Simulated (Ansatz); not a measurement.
# Single-point calculation of CH$_{6}$GaNS

- system: CH$_{6}$GaNS
- method: RKS B3LYP5/6-31G (Ansatz 0.2.0)

Some settings of this run were made unusual or wrong on purpose. The geometry comes from this level: PBE0-D4/def2-TZVP. Figures and captions count atoms from 1; the log counts them from 0 in places.

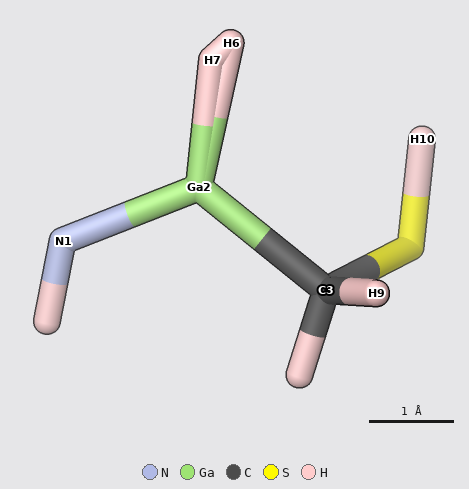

The structure (stick view, seen on its broad side; atoms are numbered from 1 in the order of the input). Sticks mark near contacts.

Input file:
```yaml
crystal:
  periodic: [false, false, false]
  atoms:
    - {symbol: N, position_ang: [-1.761657, 1.015248, -0.438163]}
    - {symbol: Ga, position_ang: [-0.096496, 0.743727, 0.227798]}
    - {symbol: C, position_ang: [0.518010, -1.104196, 0.525078]}
    - {symbol: S, position_ang: [1.810606, -1.357320, -0.733878]}
    - {symbol: H, position_ang: [-2.409800, 0.278341, -0.657423]}
    - {symbol: H, position_ang: [1.131860, 2.031740, 0.447745]}
    - {symbol: H, position_ang: [0.831860, 1.981740, 0.447745]}
    - {symbol: H, position_ang: [-0.268071, -1.817665, 0.272146]}
    - {symbol: H, position_ang: [0.895169, -1.350079, 1.516980]}
    - {symbol: H, position_ang: [2.581899, -0.302017, -0.420288]}
basis:
  gaussian: {orbitals: 6-31G, fitting: {mean_field: cc-pVTZ-jkfit}}
hamiltonian: {xc: {name: B3LYP5}}
output: {forces: true}
```

Machine: 4 threads of Arm Neoverse V2, 23 GiB of memory available, shared host.

Command:
```bash
ansatz run in.yaml --threads 4 --pin off --events-out ev --progress --plain --max-ram 10444MiB
```

The program's output:
```
Functional definition: B3LYP5
  name "B3LYP5"
  cite "Stephens, Devlin, Chabalowski & Frisch, J. Phys. Chem. 98, 11623 (1994) doi:10.1021/j100096a001"
  cite "Becke, Phys. Rev. A 38, 3098 (1988) doi:10.1103/PhysRevA.38.3098"
  cite "Lee, Yang & Parr, Phys. Rev. B 37, 785 (1988) doi:10.1103/PhysRevB.37.785"
  cite "Vosko, Wilk & Nusair, Can. J. Phys. 58, 1200 (1980) doi:10.1139/p80-159"
  parameter a0 = 0.2
  parameter ax = 0.72
  parameter ac = 0.81
  exchange = (1 - a0 - ax)*slater_x + ax*b88_x + a0*exact_x
  correlation = (1 - ac)*vwn5_c + ac*lyp_c
666 factors; integrals over basis functions are off by at most 2.4e-2 eV
mean field evaluation 1: about -65787.5721 eV, gradient 8.3e1 eV
mean field evaluation 2: about -65663.8953 eV, gradient 1.6e2 eV
mean field evaluation 4: about -65802.7633 eV, gradient 2.1e1 eV
mean field evaluation 8: about -65804.1759 eV, gradient 4.3e-1 eV
mean field evaluation 16: about -65804.1723 eV, gradient 7.3e-5 eV
mean field -65804.17231636 eV, -2418.2587289562 hartree, gradient 7.3e-5 eV, S^2 0.000000; 0 other end points of the search recorded, 0 dependent functions left out
the calculation of the forces begins
reference -65804.17259239 eV, -2418.2587391000 hartree; 33, 33 occupied and 39, 39 virtual orbitals, 666 factors
Total energy: -65804.17259239 eV, -2418.2587391000 hartree
Atom 0 at    -1.761657     1.015248    -0.438163 Å, force     2.592706     2.430069     0.729992 eV/Å
Atom 1 at    -0.096496     0.743727     0.227798 Å, force    -6.056958    -3.780059    -1.318627 eV/Å
Atom 2 at     0.518010    -1.104196     0.525078 Å, force     0.620746     0.544768     1.470881 eV/Å
Atom 3 at     1.810606    -1.357320    -0.733878 Å, force     1.140948    -1.463246    -1.680280 eV/Å
Atom 4 at    -2.409800     0.278341    -0.657423 Å, force    -0.147045    -0.986808     0.071176 eV/Å
Atom 5 at     1.131860     2.031740     0.447745 Å, force   111.360824    19.259185    -0.060029 eV/Å
Atom 6 at     0.831860     1.981740     0.447745 Å, force  -109.766824   -17.106059     0.392055 eV/Å
Atom 7 at    -0.268071    -1.817665     0.272146 Å, force    -0.384219     0.542016     0.032116 eV/Å
Atom 8 at     0.895169    -1.350079     1.516980 Å, force    -0.036397    -0.093867     0.140026 eV/Å
Atom 9 at     2.581899    -0.302017    -0.420288 Å, force     0.676219     0.654001     0.222690 eV/Å
Dipole moment:     0.875844     0.134596     0.600402 e Å
```

Outcome:

- outcome: converged
- total energy: −65804.1726 eV
- SCF solution under orbital rotations: stable
- largest force (length of the vector): 113.014 eV/Å
- dipole moment: 5.14 D
- wall time: 0.8 s (CPU time 2.8 s)
- peak memory: 0.5 GiB

What went wrong:

This input holds a deliberate fault: two atoms are placed far too close. The run converged all the same; its numbers are those of the faulty input and shouldn't be used.
